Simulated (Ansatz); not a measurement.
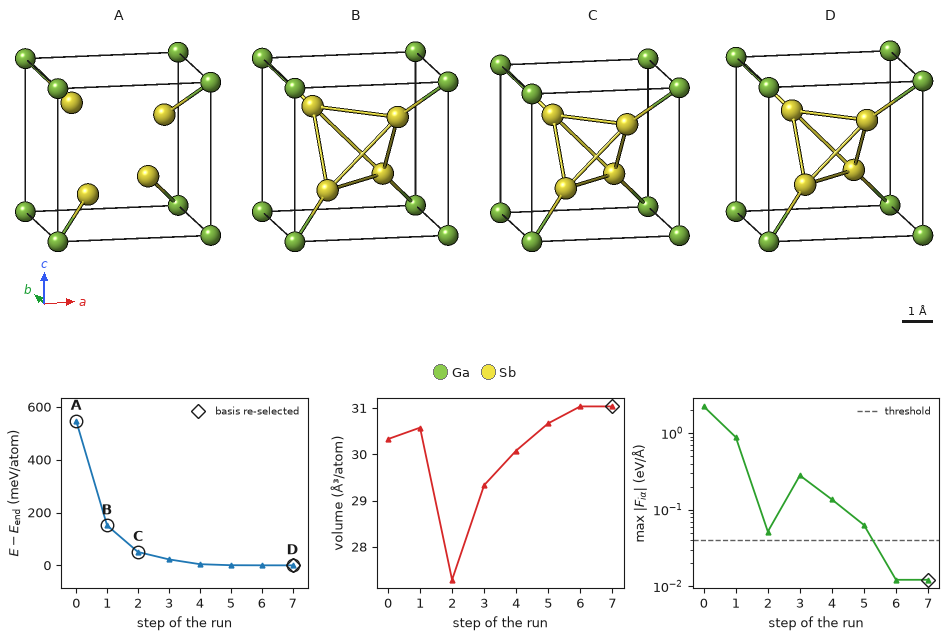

Frames of a relaxation of solid GaSb$_{4}$ (a generated structure, set up in P-43m) (coarse preliminary run), marked on the history of the run. The picture is a ball-and-stick view of the cell of the calculation, seen slightly off an axis.

Theory: DFT PBE, scalar-relativistic, plane waves, PAW (Ansatz).

Input
```yaml
crystal:
  lattice:
    - [5.33270883, 0.0, 0.0]
    - [0.0, 5.33270883, 0.0]
    - [0.0, 0.0, 5.33270883]
  atoms:
    - { symbol: Ga, position: [0.0, 0.0, 0.0] }
    - { symbol: Sb, position: [0.25, 0.25, 0.25] }
    - { symbol: Sb, position: [0.75, 0.75, 0.25] }
    - { symbol: Sb, position: [0.25, 0.75, 0.75] }
    - { symbol: Sb, position: [0.75, 0.25, 0.75] }
basis:
  ecutwfc: 420
kpoints:
  mp_grid: { grid: [4, 4, 4] }
hamiltonian:
  xc: pbe
scf:
  occupations: { method: gaussian, width: 0.1 }
  lower_state_search: "off"
output:
  forces: true
  stress: true
  eigenvalues: true
relax:
  adjacent_minimum: "off"
  f_tol: 0.04
  max_steps: 70
  cell: { stress_tol: 0.4 }
```

Launched with:
```bash
ansatz run input.yaml --threads 1 --pin off --max-ram 2560MiB --backend cpu --events-out ev --progress --plain --runs-dir out
```

Question: Describe the path.

Answer: The energy falls by 547 meV per atom in 6 accepted moves (7 points after the start). The largest force component goes from 2.2 to 0.012 eV/Å. Pressure: 8.99 GPa at the start and −0.26 GPa at the end. At 1 point the geometry stayed and the basis and grid were re-selected for the new cell (energy shift of 0.1 meV per atom at most each time). The largest moves relative to the cell, 0.46 Å, are those of Sb2, Sb3, Sb4 and Sb5. Sb2 goes along [1 1 1]. Ga stays in place. Cell: a = b = c 5.333 → 5.374 Å (+0.8 %). Volume +2.3 %. Near-neighbour distances that change, for instance: Sb2–Sb3 3.771 → 3.052 Å, Ga1–Sb2 2.309 → 2.785 Å. The space group stays P-43m (No. 215). From step 0 to 1: Sb atoms move most (0.20 Å), volume +0.8 %, energy −396 meV per atom. From step 1 to 2: Sb atoms move most (0.19 Å), volume −10.8 %, energy −101 meV per atom. From step 2 to 7: Sb atoms move most (0.07 Å), volume +13.7 %, energy −50.6 meV per atom.
